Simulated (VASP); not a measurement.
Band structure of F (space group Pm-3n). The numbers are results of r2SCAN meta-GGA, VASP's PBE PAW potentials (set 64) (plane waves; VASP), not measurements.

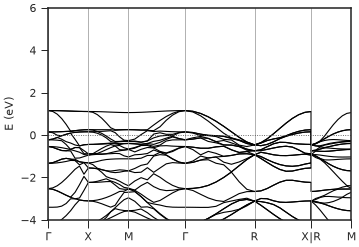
Figure. Bands along high-symmetry lines, zero at the valence-band maximum or, without a gap, the Fermi level

Task: Read the plot: is there a gap, and where are the band edges?

Result: It has no gap at this level: it comes out as a metal or semimetal.

The structure comes from a measured F entry (Pm-3n) of the Crystallography Open Database, whose conditions weren't checked. It was relaxed first, which changed the volume by -76 %.
